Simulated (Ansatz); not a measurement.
# SiH5ClO: molecular dynamics (part 3 of 3)

SiH5ClO; RKS B3LYP-D4/def2-SVP (Ansatz 0.2.0). It belongs to a series of runs on one base structure; here: dynamics from the highest image of the converged band.

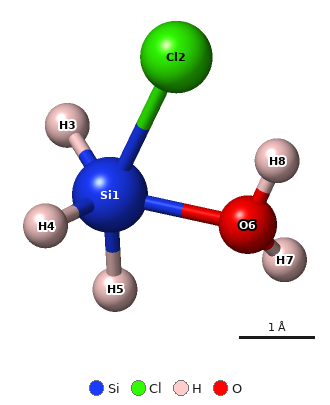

**Figure 1.** The geometry at step 117 of the log (ball-and-stick view, seen at a tilt; atoms are numbered from 1 in the order of the input).

Trajectory as extended XYZ, continued:
```
8
Properties=species:S:1:pos:R:3:forces:R:3 step=33 time_fs=16.5 energy=-22522.01021 temperature=48.8
Si   -0.1880    0.1016   -0.1177    0.2677  -0.1218   0.2754
Cl    0.0064    0.8056    2.2508    0.0080  -0.0786  -0.1830
H     1.0631   -0.6946    0.0760   -0.1919   0.0588   0.0585
H    -0.0344    1.4973   -0.5423   -0.0672   0.2413  -0.0558
H    -0.7912   -0.5828   -1.3128   -0.0467  -0.0547  -0.1093
O    -1.8660   -0.3639    0.7532    0.0254  -1.1367  -0.0420
H    -2.0545   -1.3359    0.6732    0.0032   0.9145  -0.0148
H    -1.5936   -0.1512    1.7051    0.0014   0.1772   0.0709
8
Properties=species:S:1:pos:R:3:forces:R:3 step=42 time_fs=21.0 energy=-22522.01548 temperature=55.5
Si   -0.1847    0.1051   -0.1183    0.2407  -0.0979   0.4722
Cl    0.0073    0.8047    2.2503   -0.0147  -0.0495  -0.2065
H     1.0404   -0.7301    0.0811   -0.0993   0.1954   0.0969
H    -0.0736    1.5109   -0.5545   -0.0003   0.0689   0.0277
H    -0.7544   -0.5909   -1.3045   -0.2459  -0.1268  -0.3084
O    -1.8692   -0.3703    0.7537    0.3879   0.7126   0.2319
H    -2.0756   -1.3035    0.6983   -0.2939  -0.7672  -0.1406
H    -1.6221   -0.1195    1.7087    0.0254   0.0645  -0.1730
8
Properties=species:S:1:pos:R:3:forces:R:3 step=50 time_fs=25.0 energy=-22522.00529 temperature=42.7
Si   -0.1806    0.1077   -0.1164   -0.5001   0.0169  -0.1031
Cl    0.0081    0.8037    2.2488   -0.0175   0.0118  -0.2155
H     1.0068   -0.7342    0.1009    0.2892   0.0183   0.1146
H    -0.1089    1.5342   -0.5614    0.0466  -0.2905   0.1283
H    -0.7555   -0.6136   -1.3377   -0.0067   0.1949   0.2055
O    -1.8692   -0.3729    0.7556   -0.1155  -0.9322  -0.3557
H    -2.1259   -1.3337    0.7027    0.2382   1.0677   0.0714
H    -1.6430   -0.0803    1.6938    0.0657  -0.0870   0.1545
8
Properties=species:S:1:pos:R:3:forces:R:3 step=58 time_fs=29.0 energy=-22521.99945 temperature=35.3
Si   -0.1789    0.1100   -0.1148   -0.5664  -0.4700  -0.0513
Cl    0.0087    0.8028    2.2465   -0.0629   0.0498  -0.1736
H     1.0102   -0.7317    0.1363    0.1806   0.0888  -0.0108
H    -0.1369    1.5224   -0.5512    0.1026   0.0054   0.0430
H    -0.7596   -0.6107   -1.3453    0.1052   0.2210   0.3133
O    -1.8687   -0.3796    0.7551    0.6080   1.5574  -0.0196
H    -2.1626   -1.2790    0.7121   -0.4018  -1.2401  -0.0503
H    -1.6552   -0.0545    1.6925    0.0348  -0.2122  -0.0507
8
Properties=species:S:1:pos:R:3:forces:R:3 step=67 time_fs=33.5 energy=-22521.99928 temperature=35.0
Si   -0.1803    0.1096   -0.1128    0.0117  -0.5068   0.6393
Cl    0.0092    0.8020    2.2429   -0.0839   0.0765  -0.0915
H     1.0415   -0.7103    0.1719   -0.1402   0.2185  -0.1967
H    -0.1496    1.5132   -0.5329    0.1270   0.2758  -0.0410
H    -0.7504   -0.5758   -1.3099   -0.0856  -0.1831  -0.2590
O    -1.8644   -0.3780    0.7535   -0.3927  -0.8545  -0.1171
H    -2.2299   -1.3056    0.7191    0.5029   1.1048  -0.0195
H    -1.6613   -0.0610    1.6900    0.0607  -0.1312   0.0856
8
Properties=species:S:1:pos:R:3:forces:R:3 step=75 time_fs=37.5 energy=-22522.00408 temperature=41.3
Si   -0.1818    0.1067   -0.1079   -0.0256   0.2976   0.4352
Cl    0.0092    0.8016    2.2393   -0.1023   0.0395  -0.0331
H     1.0545   -0.6611    0.1749    0.0328  -0.0258  -0.1870
H    -0.1416    1.5390   -0.5207    0.0598  -0.1915   0.0412
H    -0.7520   -0.5670   -1.3092   -0.0694  -0.2182  -0.2574
O    -1.8621   -0.3796    0.7515    0.5225   1.3938   0.2488
H    -2.2465   -1.2430    0.7179   -0.4927  -1.3087  -0.2490
H    -1.6573   -0.0881    1.6960    0.0748   0.0133   0.0012
8
Properties=species:S:1:pos:R:3:forces:R:3 step=83 time_fs=41.5 energy=-22522.00811 temperature=46.4
Si   -0.1837    0.1050   -0.1008   -0.3105   0.3190  -0.2059
Cl    0.0087    0.8014    2.2356   -0.0966  -0.0025   0.0075
H     1.0725   -0.6153    0.1502    0.1840  -0.2280  -0.1098
H    -0.1246    1.5416   -0.5041   -0.0280  -0.2474  -0.0053
H    -0.7612   -0.5870   -1.3402    0.1578   0.0789   0.2898
O    -1.8577   -0.3743    0.7513   -0.5574  -1.0335   0.1337
H    -2.2903   -1.2729    0.6856    0.6279   1.0973  -0.0986
H    -1.6428   -0.1153    1.7044    0.0229   0.0162  -0.0114
8
Properties=species:S:1:pos:R:3:forces:R:3 step=92 time_fs=46.0 energy=-22522.01811 temperature=59.4
Si   -0.1872    0.1047   -0.0937    0.2547  -0.2464  -0.0991
Cl    0.0077    0.8011    2.2314   -0.0835  -0.0741   0.0003
H     1.1156   -0.5989    0.1020   -0.1949  -0.0603  -0.0455
H    -0.1105    1.5118   -0.4894   -0.0860   0.2818  -0.1715
H    -0.7475   -0.5993   -1.3298    0.0541   0.0649   0.2572
O    -1.8558   -0.3736    0.7530    0.6776   1.2787   0.2975
H    -2.2765   -1.2119    0.6252   -0.5536  -1.2182  -0.2404
H    -1.6232   -0.1435    1.7107   -0.0684  -0.0263   0.0016
8
Properties=species:S:1:pos:R:3:forces:R:3 step=100 time_fs=50.0 energy=-22522.01536 temperature=55.7
Si   -0.1891    0.1037   -0.0880    0.6384   0.2382   0.2121
Cl    0.0065    0.8005    2.2277   -0.0364  -0.1100  -0.0206
H     1.1294   -0.5968    0.0526   -0.2356   0.0145   0.0973
H    -0.1113    1.5179   -0.5002   -0.1026   0.0837  -0.1062
H    -0.7283   -0.6025   -1.2843   -0.2496  -0.1995  -0.2708
O    -1.8511   -0.3674    0.7564   -0.4229  -0.9322  -0.3581
H    -2.2943   -1.2370    0.5498    0.5335   1.0021   0.3524
H    -1.6160   -0.1731    1.7190   -0.1247  -0.0967   0.0939
8
Properties=species:S:1:pos:R:3:forces:R:3 step=108 time_fs=54.0 energy=-22522.02163 temperature=63.5
Si   -0.1878    0.1039   -0.0814    0.2768   0.7218  -0.1127
Cl    0.0051    0.7995    2.2239    0.0303  -0.1355  -0.0656
H     1.1126   -0.5953    0.0178    0.1086  -0.0970   0.2146
H    -0.1276    1.5339   -0.5263   -0.0959  -0.3263   0.0327
H    -0.7423   -0.6304   -1.2705   -0.1991  -0.0705  -0.1402
O    -1.8481   -0.3655    0.7578    0.4929   0.8418   0.3636
H    -2.2690   -1.1840    0.5099   -0.4720  -0.8751  -0.1152
H    -1.6276   -0.2161    1.7345   -0.1417  -0.0593  -0.1771
8
Properties=species:S:1:pos:R:3:forces:R:3 step=117 time_fs=58.5 energy=-22522.02051 temperature=62.2
Si   -0.1847    0.1082   -0.0748   -0.0491  -0.0032  -0.3501
Cl    0.0037    0.7976    2.2192    0.1425  -0.0867  -0.1367
H     1.1088   -0.6087    0.0153    0.0904  -0.0313   0.1634
H    -0.1619    1.5053   -0.5532   -0.0099   0.0453  -0.0408
H    -0.7883   -0.6698   -1.2726    0.1334   0.2422   0.3144
O    -1.8421   -0.3591    0.7613   -0.6921  -1.0696  -0.5304
H    -2.2832   -1.2002    0.4660    0.4065   0.8380   0.3777
H    -1.6636   -0.2733    1.7350   -0.0217   0.0652   0.2025
8
Properties=species:S:1:pos:R:3:forces:R:3 step=125 time_fs=62.5 energy=-22522.02107 temperature=62.7
Si   -0.1819    0.1123   -0.0707    0.1475  -0.3764   0.0160
Cl    0.0031    0.7956    2.2145    0.1886  -0.0344  -0.1589
H     1.1182   -0.6248    0.0394   -0.1487   0.1533   0.0402
H    -0.1946    1.4832   -0.5824    0.0778   0.3244  -0.0698
H    -0.8127   -0.6723   -1.2337    0.1864   0.1202   0.1092
O    -1.8409   -0.3592    0.7619   -0.1131   0.2290   0.5609
H    -2.2726   -1.1602    0.4605   -0.3710  -0.6040  -0.2552
H    -1.7013   -0.3140    1.7498    0.0327   0.1878  -0.2424
8
Properties=species:S:1:pos:R:3:forces:R:3 step=133 time_fs=66.5 energy=-22522.01561 temperature=55.6
Si   -0.1784    0.1149   -0.0665    0.1706   0.3883   0.3427
Cl    0.0033    0.7934    2.2090    0.2022   0.0328  -0.1690
H     1.1105   -0.6208    0.0701    0.0010   0.1066  -0.0446
H    -0.2154    1.4999   -0.6185    0.1539  -0.1182   0.1541
H    -0.8118   -0.6595   -1.1826    0.0206  -0.2080  -0.3953
O    -1.8424   -0.3598    0.7657   -0.7991  -0.7580  -0.2607
H    -2.2943   -1.1666    0.4345    0.1723   0.3884   0.1690
H    -1.7337   -0.3281    1.7439    0.0786   0.1681   0.2037
8
Properties=species:S:1:pos:R:3:forces:R:3 step=142 time_fs=71.0 energy=-22522.02698 temperature=70.1
Si   -0.1736    0.1201   -0.0599   -0.1948   0.3587   0.1648
Cl    0.0045    0.7911    2.2021    0.1521   0.0789  -0.1259
H     1.1053   -0.5994    0.0970    0.2275  -0.0336  -0.0889
H    -0.2117    1.5015   -0.6328    0.1408  -0.1803   0.2003
H    -0.8029   -0.6759   -1.1862    0.1076  -0.0667  -0.1709
O    -1.8516   -0.3666    0.7688   -0.1854   0.1778   0.3144
H    -2.3076   -1.1412    0.4233   -0.2701  -0.3936  -0.0590
H    -1.7578   -0.3147    1.7566    0.0222   0.0588  -0.2348
8
Properties=species:S:1:pos:R:3:forces:R:3 step=150 time_fs=75.0 energy=-22522.03889 temperature=85.5
Si   -0.1702    0.1264   -0.0529   -0.0501  -0.5650   0.0410
Cl    0.0063    0.7894    2.1953    0.0905   0.0921  -0.1032
H     1.1306   -0.5821    0.1065   -0.0009   0.0499  -0.1291
H    -0.1864    1.4804   -0.6164    0.0488   0.3051  -0.0184
H    -0.7785   -0.7012   -1.2170    0.2018   0.2246   0.2939
O    -1.8630   -0.3732    0.7726   -0.3381  -0.1946  -0.4536
H    -2.3428   -1.1459    0.4185    0.0621   0.1280   0.2553
H    -1.7748   -0.2929    1.7504   -0.0142  -0.0403   0.1141
8
Properties=species:S:1:pos:R:3:forces:R:3 step=158 time_fs=79.0 energy=-22522.05736 temperature=109.2
Si   -0.1669    0.1302   -0.0456    0.3747  -0.4043   0.0751
Cl    0.0085    0.7881    2.1880    0.0169   0.0597  -0.0737
H     1.1574   -0.5578    0.0974   -0.1209   0.0913  -0.0863
H    -0.1535    1.4968   -0.5991   -0.0446   0.1638  -0.0031
H    -0.7275   -0.6972   -1.2103   -0.0218   0.1461   0.1988
O    -1.8772   -0.3806    0.7734   -0.2891  -0.1480  -0.2859
H    -2.3789   -1.1501    0.4422    0.1183   0.1619   0.2291
H    -1.7938   -0.2762    1.7524   -0.0335  -0.0703  -0.0540
8
Properties=species:S:1:pos:R:3:forces:R:3 step=167 time_fs=83.5 energy=-22522.05588 temperature=107.4
Si   -0.1608    0.1325   -0.0368    0.6547   0.5950   0.2432
Cl    0.0111    0.7869    2.1795   -0.0381  -0.0094  -0.0563
H     1.1722   -0.5171    0.0730    0.1082  -0.0354   0.0214
H    -0.1252    1.5360   -0.5776   -0.1352  -0.3287   0.1164
H    -0.6789   -0.6726   -1.1762   -0.3791  -0.2012  -0.2883
O    -1.8951   -0.3886    0.7719   -0.2698  -0.0225  -0.0551
H    -2.4201   -1.1579    0.4962    0.0577  -0.0113  -0.0181
H    -1.8201   -0.2684    1.7455    0.0016   0.0136   0.0368
8
Properties=species:S:1:pos:R:3:forces:R:3 step=175 time_fs=87.5 energy=-22522.06713 temperature=121.9
Si   -0.1517    0.1372   -0.0279    0.5434   0.1849   0.0329
Cl    0.0132    0.7858    2.1716   -0.0580  -0.0705  -0.0385
H     1.1979   -0.4845    0.0530    0.0812  -0.0682   0.0311
H    -0.1209    1.5300   -0.5439   -0.1646  -0.0383  -0.0596
H    -0.6885   -0.6744   -1.1794   -0.2095  -0.0368  -0.0171
O    -1.9133   -0.3952    0.7706   -0.5532  -0.3732   0.0083
H    -2.4548   -1.1781    0.5358    0.3542   0.3494  -0.0309
H    -1.8440   -0.2604    1.7403    0.0065   0.0526   0.0739
8
Properties=species:S:1:pos:R:3:forces:R:3 step=183 time_fs=91.5 energy=-22522.06617 temperature=120.8
Si   -0.1397    0.1428   -0.0187    0.3612  -0.4639  -0.2645
Cl    0.0151    0.7844    2.1636   -0.0571  -0.1247  -0.0221
H     1.2332   -0.4610    0.0371   -0.1392  -0.0044  -0.0124
H    -0.1412    1.5194   -0.5194   -0.1397   0.3138  -0.2296
H    -0.7279   -0.6810   -1.1838    0.1467   0.2037   0.3765
O    -1.9353   -0.4032    0.7702    0.1305   0.6626   0.6495
H    -2.4584   -1.1782    0.5636   -0.2527  -0.5709  -0.3101
H    -1.8676   -0.2460    1.7410   -0.0497  -0.0162  -0.1874
8
Properties=species:S:1:pos:R:3:forces:R:3 step=192 time_fs=96.0 energy=-22522.09164 temperature=153.6
Si   -0.1239    0.1469   -0.0100    0.1398   0.3471  -0.2445
Cl    0.0169    0.7822    2.1545   -0.0336  -0.1675  -0.0314
H     1.2526   -0.4364    0.0173   -0.0339  -0.0069  -0.0248
H    -0.1876    1.5483   -0.5272   -0.0176  -0.1907  -0.0393
H    -0.7496   -0.6593   -1.1311    0.1593  -0.0635   0.0669
O    -1.9611   -0.4085    0.7746   -0.4777  -0.3120  -0.0577
H    -2.4695   -1.2208    0.5579    0.4037   0.4950   0.1270
H    -1.9042   -0.2318    1.7323   -0.1401  -0.1014   0.2039
8
Properties=species:S:1:pos:R:3:forces:R:3 step=200 time_fs=100.0 energy=-22522.09759 temperature=161.4
Si   -0.1088    0.1523   -0.0036    0.0644   0.8775   0.0670
Cl    0.0184    0.7795    2.1462   -0.0018  -0.1944  -0.0537
H     1.2643   -0.4155   -0.0041    0.1585  -0.0017  -0.0139
H    -0.2326    1.5521   -0.5435    0.0944  -0.3164   0.0484
H    -0.7455   -0.6500   -1.0726   -0.0299  -0.4281  -0.3376
O    -1.9874   -0.4135    0.7795    0.2017   0.9797   0.6492
H    -2.4397   -1.2237    0.5593   -0.3477  -0.7149  -0.1394
H    -1.9577   -0.2359    1.7444   -0.1396  -0.2017  -0.2200
```

The run was set up as follows.

The input:
```yaml
crystal:
  periodic: [false, false, false]
  atoms:
    - { symbol: Si, position_ang: [-0.195992, 0.099298, -0.112951] }
    - { symbol: Cl, position_ang: [0.002558, 0.805318, 2.246724] }
    - { symbol: H, position_ang: [1.020414, -0.717464, 0.117477] }
    - { symbol: H, position_ang: [-0.072869, 1.514771, -0.525381] }
    - { symbol: H, position_ang: [-0.7851, -0.56773, -1.337872] }
    - { symbol: O, position_ang: [-1.829431, -0.365494, 0.75538] }
    - { symbol: H, position_ang: [-2.215322, -1.244979, 0.603787] }
    - { symbol: H, position_ang: [-1.581259, -0.15342, 1.720535] }
basis:
  gaussian: { orbitals: def2-SVP }
hamiltonian:
  xc: b3lyp
  dispersion: d4
md:
  timestep: 0.5
  n_steps: 200
  ensemble: nve
  temperature: 100.0
  initial_velocities: maxwell_boltzmann
  seed: 3193
```

Launch command:
```bash
ansatz run input.yaml --threads 1 --pin off --max-ram 2048MiB --backend cpu --events-out ev --progress --plain --runs-dir out
```

Summary:

```json
{"quantity": "outcome", "value": "finished"}
{"quantity": "mean temperature over the second half", "value": "88 K"}
{"quantity": "trajectory", "value": "200 steps, 100 fs"}
{"quantity": "ensemble", "value": "nve"}
{"quantity": "temperature in the input", "value": "100.0 K"}
{"quantity": "time step", "value": "0.5 fs"}
{"quantity": "potential energy (last step)", "value": "−22522.0978 eV"}
{"quantity": "mean-field energy (last step)", "value": "−22521.8709 eV"}
{"quantity": "largest force (length of the vector) (last step)", "value": "1.192 eV/Å"}
{"quantity": "hardware", "value": "1 thread of Arm Neoverse V1, 24 GiB of memory available, shared host"}
{"quantity": "wall time", "value": "7.4 min"}
{"quantity": "peak memory", "value": "0.14 GiB"}
```

Remarks:

So short a trajectory is not equilibrated.
